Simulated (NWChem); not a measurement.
**quartet CH3O at 6 levels**

Aim: a comparison of 6 runs (UBHLYP/def2-TZVPP, UB3LYP/def2-TZVPP, UBLYP/def2-TZVPP, UM06-L/def2-TZVPP, UPBE/def2-TZVPP, UPBE0/def2-TZVPP) of quartet CH3O. 

The calculation is run with NWChem 7.3.0.

### 1 The structure to begin with

CH3O has 5 atoms, charge 0, and is taken as a quartet. SMILES of the parent species: `[CH2]O`. The shape is that of a PBE0-D4/def2-TZVP optimisation. This is one conformer, not always the lowest. That shape belongs to the parent species and isn't relaxed for this state.

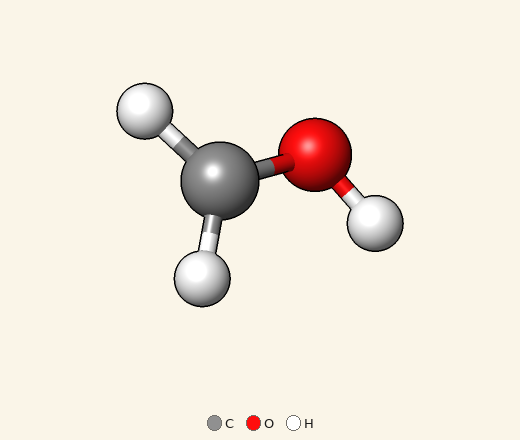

Viewed from a chosen angle; carbon grey, oxygen red, hydrogen white.

### 2 The energy at UBHLYP/def2-TZVPP (run 1)

Contents of sp.nw:

```
start sp
title "CH3O BHLYP"
memory 2200 mb
geometry units angstroms noautosym nocenter noautoz
   C       -0.327200      -0.313600       0.020200
   O        0.269400       0.900700       0.120200
   H       -1.375200      -0.266500      -0.236200
   H        0.274300      -1.179600      -0.230000
   H        1.208500       0.785300       0.284400
end
basis spherical bse
   * library def2-TZVPP
end
dft
   xc bhlyp
   mult 4
   grid fine
   convergence energy 1e-08
   maxiter 100
   mulliken
   print low
end
task dft energy
```

Command:

```bash
$ nwchem sp.nw > sp.out
```

Log:

```text
[...]
 d= 0,ls=0.0,diis     1   -114.6310498135 -1.50D+02  1.78D-02  1.37D-01     2.8
[...]
 d= 0,ls=0.0,diis    20   -114.7349912526 -8.76D-09  4.11D-06  2.90D-09    47.4
[...]
         Total DFT energy =     -114.734991252560
      One electron energy =     -224.437271467008
           Coulomb energy =       89.242429016091
    Exchange-Corr. energy =      -14.984599894919
 Nuclear repulsion energy =       35.444451093276
[...]
      Total Density - Mulliken Population Analysis
     ---------------------------------------------
    Atom       Charge   Shell Charges
 -----------   ------   -------------------------------------------------------
    1 C    6     6.14   0.85  1.12  0.53  0.62  0.09  1.25  1.19  0.42  0.02  0.04  0.01
    2 O    8     7.42   0.80  1.18  0.64  0.96 -0.08  1.83  1.73  0.34  0.00  0.02  0.00
    3 H    1     0.86   0.27  0.45  0.10  0.01  0.03  0.00
    4 H    1     0.89   0.26  0.44  0.16  0.01  0.03  0.00
    5 H    1     1.69   0.23  0.45  0.96  0.03 -0.00  0.01
[...]
      <S2> =      3.7573 (Exact =     3.7500)
[...]
```

It took 48 s on 1 thread of Intel Xeon Platinum 8375C at 2.90GHz (Ice Lake), shared host; peak memory 0.12 GiB.

### 3 The energy at UB3LYP/def2-TZVPP (run 2)

Contents of run.py:

```python
from ase import Atoms
from ase.calculators.nwchem import NWChem

molecule = Atoms('COHHH', positions=[
    [-0.327200, -0.313600, 0.020200],
    [0.269400, 0.900700, 0.120200],
    [-1.375200, -0.266500, -0.236200],
    [0.274300, -1.179600, -0.230000],
    [1.208500, 0.785300, 0.284400],
])

calc = NWChem(
    label='ch3o',
    theory='dft',
    memory='2200 mb',
    basis='def2-TZVPP',
    basispar='spherical bse',
    dft={'xc': 'b3lyp', 'mult': '4', 'grid': 'fine', 'convergence': 'energy 1e-08', 'iterations': '100', 'mulliken': None},
    task='energy',
)
molecule.calc = calc

e = molecule.get_potential_energy()
print(f"E = {e:.6f} eV")
```

Command:

```bash
$ export ASE_NWCHEM_COMMAND="nwchem PREFIX.nwi > PREFIX.nwo"
$ python run.py
```

Log:

```text
E = -3123.837007 eV
```

The calculator wrote ch3o.nwi:

```
title "ch3o"

permanent_dir ch3o

scratch_dir ch3o

start ch3o

geometry units angstrom nocenter noautosym noautoz
  C  -3.2719999999999999e-01 -3.1359999999999999e-01 2.0199999999999999e-02
  O  2.6939999999999997e-01 9.0069999999999995e-01 1.2020000000000000e-01
  H  -1.3752000000000000e+00 -2.6650000000000001e-01 -2.3619999999999999e-01
  H  2.7429999999999999e-01 -1.1796000000000000e+00 -2.3000000000000001e-01
  H  1.2084999999999999e+00 7.8530000000000000e-01 2.8439999999999999e-01
end

memory 2200 mb

basis spherical bse noprint
   * library def2-TZVPP
end

dft
  xc b3lyp
  mult 4
  grid fine
  convergence energy 1e-08
  iterations 100
  mulliken
end

task dft energy
```

ch3o.nwo:

```text
Northwest Computational Chemistry Package (NWChem) 7.3.0
             --------------------------------------------------------

           Job information
           ---------------

    nwchem branch   = 7.3.0
    use scalapack   = T
    input           = ch3o.nwi
    prefix          = ch3o.
    data base       = ch3o/ch3o.db
    status          = startup
    nproc           =        1

           Memory information
           ------------------

    heap     =     72089594 doubles =      550.0 Mbytes
    stack    =     72089599 doubles =      550.0 Mbytes
    global   =    144179200 doubles =     1100.0 Mbytes (distinct from heap & stack)
    total    =    288358393 doubles =     2200.0 Mbytes
    verify   = yes
    hardfail = no

           Directory information
           ---------------------

  0 permanent = ch3o
  0 scratch   = ch3o

                                NWChem Input Module
                                -------------------

                                       ch3o
                                       ----

[... 25 lines left out ...]
            Nuclear Dipole moment (a.u.)
[... 58 lines left out ...]
  convergence criterion.
[... 16 lines left out ...]
          Convergence on density requested:  1.00D-05
[... 23 lines left out ...]
          Spatial weights used:  Erf1
[... 3 lines left out ...]
          Convergence aids based upon iterative change in
[... 82 lines left out ...]
         Total DFT energy =     -114.798893520124
[... 1 line left out ...]
           Coulomb energy =       89.331013731213
[... 1 line left out ...]
 Nuclear repulsion energy =       35.444451093276
[... 739 lines left out ...]
                     DFT Final Beta Molecular Orbital Analysis
[... 820 lines left out ...]
   alpha     91     92     93     94     95     96     97     98     99    100
    beta     91     92     93     94     95     96     97     98     99    100
 overlap   0.997  0.998  0.999  0.999  0.995  0.990  0.978  0.975  0.993  0.997

   alpha    101    102    103    104
    beta    101    102    103    104
 overlap   0.998  0.999  1.000  1.000

     --------------------------
     Expectation value of S2:
     --------------------------
      <S2> =      3.7550 (Exact =     3.7500)

 center of mass
 --------------
 x =   0.02991739 y =   0.60785358 z =   0.12073465

 moments of inertia (a.u.)
 ------------------
          47.647597417415         -21.262923886376          -3.633292203507
         -21.262923886376          22.111790582676          -5.642842548449
          -3.633292203507          -5.642842548449          67.613651672505

     Multipole analysis of the density
     ---------------------------------

     L   x y z        total         alpha         beta         nuclear
     -   - - -        -----         -----         ----         -------
     0   0 0 0     -0.000000    -10.000000     -7.000000     17.000000

     1   1 0 0     -1.281414     -1.951109      0.103533      0.566162
[... 8 lines of this table left out ...]
     2   0 0 2    -11.601947     -9.244833     -3.455596      1.098482

 Task  times  cpu:       40.9s     wall:       40.9s
 Total times  cpu:       41.0s     wall:       41.0s
```

Run time: 43 s. Hardware: 1 thread of Intel Xeon Platinum 8375C at 2.90GHz (Ice Lake), shared host; peak memory 0.12 GiB.

Run 3 isn't shown in full; the table further down has it.

### 4 The energy at UM06-L/def2-TZVPP (run 4)

Contents of input.nw:

```
start input
title "CH3O energy"
memory 2200 mb
charge 0

geometry units bohr noautosym nocenter noautoz
  C   -0.61831839  -0.59261811   0.03817247
  O    0.50909222   1.70207632   0.22714508
  H   -2.59875137  -0.50361201  -0.44635331
  H    0.51835188  -2.22912094  -0.43463701
  H    2.28373402   1.48400193   0.53743811
end

basis spherical bse
  * library def2-TZVPP
end

dft
  xc m06-l
  mult 4
  grid fine
  convergence energy 1e-08
  iterations 100
  mulliken
  print medium
end

task dft energy
```

Command:

```bash
$ nwchem input.nw > input.out
```

Log:

```text
[...]
          Wavefunction type:  spin polarized.
          No. of atoms     :     5
          No. of electrons :    17
[...]
          Charge           :     0
          Spin multiplicity:     4
[...]
          AO basis - number of functions:   104
[...]
              XC Information
              --------------
                        M06-L Method XC Functional
                         M06-L Exchange Functional  1.000
                       M06-L Correlation Potential  1.000
[...]
 d= 0,ls=0.0,diis     1   -114.6828841306 -1.50D+02  5.27D-02  1.45D-01     5.4
[...]
 d= 0,ls=0.0,diis    20   -114.7625498157  1.75D-09  5.92D-06  1.55D-09    71.3
[...]
         Total DFT energy =     -114.762549815665
      One electron energy =     -224.599525543631
           Coulomb energy =       89.384430041779
    Exchange-Corr. energy =      -14.991902854109
 Nuclear repulsion energy =       35.444448540295
[...]
      Total Density - Mulliken Population Analysis
     ---------------------------------------------
    Atom       Charge   Shell Charges
 -----------   ------   -------------------------------------------------------
    1 C    6     6.16   0.86  1.12  0.53  0.66  0.04  1.25  1.22  0.40  0.02  0.05  0.01
    2 O    8     7.56   0.80  1.17  0.65  0.95 -0.01  1.83  1.78  0.38  0.00  0.02  0.00
    3 H    1     0.78   0.27  0.41  0.07  0.01  0.03  0.00
    4 H    1     0.79   0.25  0.38  0.12  0.01  0.03  0.00
    5 H    1     1.71   0.24  0.47  0.97  0.03 -0.01  0.01
[...]
      <S2> =      3.7586 (Exact =     3.7500)
[...]
```

Run time: 72 s. Hardware: 1 thread of Intel Xeon Platinum 8375C at 2.90GHz (Ice Lake), shared host; peak memory 0.12 GiB.

Run 5 isn't shown in full; the table further down has it.

### 5 The energy at UPBE0/def2-TZVPP (run 6)

Contents of mol.nw:

```
start mol
title "CH3O energy"
memory stack 880 mb heap 220 mb global 1100 mb

geometry units au noautosym nocenter noautoz
 C   -0.61831839  -0.59261811   0.03817247
 O    0.50909222   1.70207632   0.22714508
 H   -2.59875137  -0.50361201  -0.44635331
 H    0.51835188  -2.22912094  -0.43463701
 H    2.28373402   1.48400193   0.53743811
end

basis spherical bse
 * library def2-TZVPP
end

dft
 xc pbe0
 mult 4
 grid fine
 convergence energy 1e-08
 maxiter 100
 mulliken
 noprint "final vectors analysis"
end

task dft energy
```

Command:

```bash
$ nwchem mol.nw > mol.out
```

Log:

```text
[...]
          Wavefunction type:  spin polarized.
          No. of atoms     :     5
          No. of electrons :    17
[...]
          Charge           :     0
          Spin multiplicity:     4
[...]
          AO basis - number of functions:   104
[...]
              XC Information
              --------------
                         PBE0 Method XC Functional
                     Hartree-Fock (Exact) Exchange  0.250
          PerdewBurkeErnzerhof Exchange Functional  0.750
            Perdew 1991 LDA Correlation Functional  1.000 local
           PerdewBurkeErnz. Correlation Functional  1.000 non-local
[...]
 d= 0,ls=0.0,diis     1   -114.5784680774 -1.50D+02  3.00D-02  1.46D-01     4.3
[...]
 d= 0,ls=0.0,diis    17   -114.6662086204 -6.31D-09  3.20D-06  5.92D-10    63.4
[...]
         Total DFT energy =     -114.666208620439
      One electron energy =     -224.482564786184
           Coulomb energy =       89.251049199231
    Exchange-Corr. energy =      -14.879141573782
 Nuclear repulsion energy =       35.444448540295
[...]
      Total Density - Mulliken Population Analysis
     ---------------------------------------------
    Atom       Charge   Shell Charges
 -----------   ------   -------------------------------------------------------
    1 C    6     6.14   0.85  1.12  0.53  0.61  0.07  1.25  1.19  0.44  0.02  0.04  0.01
    2 O    8     7.44   0.79  1.18  0.64  0.96 -0.09  1.83  1.73  0.38  0.00  0.02  0.00
    3 H    1     0.86   0.26  0.46  0.10  0.01  0.03  0.00
    4 H    1     0.91   0.25  0.44  0.17  0.01  0.03  0.00
    5 H    1     1.65   0.24  0.44  0.93  0.03  0.00  0.01
[...]
      <S2> =      3.7557 (Exact =     3.7500)
[...]
```

It took 64 s on 1 thread of Intel Xeon Platinum 8375C at 2.90GHz (Ice Lake), shared host; peak memory 0.12 GiB.

### 6 Overview of the runs

```csv
run,level,energy (Eh),⟨S²⟩,wall time
1,UBHLYP/def2-TZVPP,-114.734991,3.757,48 s
2,UB3LYP/def2-TZVPP,-114.798894,3.755,43 s
3,UBLYP/def2-TZVPP,-114.769122,3.753,37 s
4,UM06-L/def2-TZVPP,-114.762550,3.759,72 s
5,UPBE/def2-TZVPP,-114.665680,3.753,43 s
6,UPBE0/def2-TZVPP,-114.666209,3.756,64 s
```

### 7 Summary of results

| quantity | value |
| --- | --- |
| run 6: total energy | -114.66621 Eh |
| run 6: dipole moment | 3.69 D |
| run 6: ⟨S²⟩ | 3.756 |

Over runs 2, 3, 4, 5, 6 the dipole moment (its size) runs from 3.56 D (UBLYP/def2-TZVPP) to 4.05 D (UM06-L/def2-TZVPP). Totals of different functionals can't be ranked against each other. All runs together took 5.1 min, the longest 72 s.
